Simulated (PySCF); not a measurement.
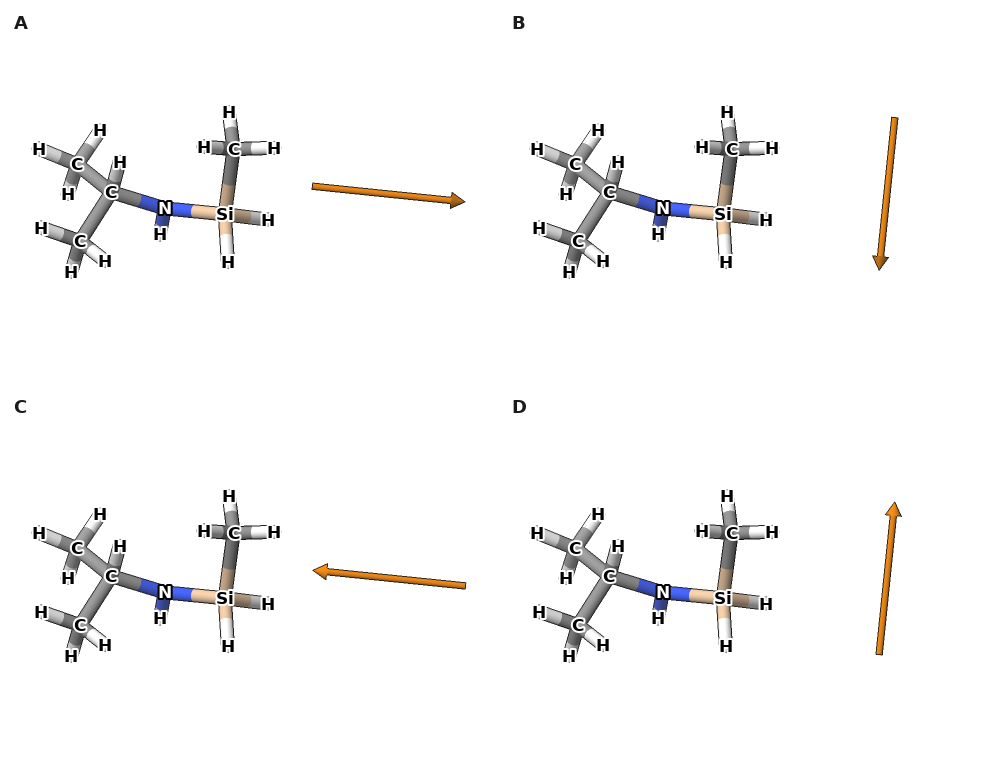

The same molecule four times, each with an arrow. The computed structure is the end point of a GFN2-xTB optimisation. No frequency run is at hand to confirm it as a minimum. Method: B3LYP/def2-SVPD, gas phase (PySCF 2.14.0).

### Which arrow points along the dipole moment, from the negative to the positive end?

C. The dipole moment is 0.88 D.

The geometry is semi-empirical. Around Si such bond lengths and angles can be off by a tenth of an ångström or more and by several degrees, and values that hang on the shape move with them.
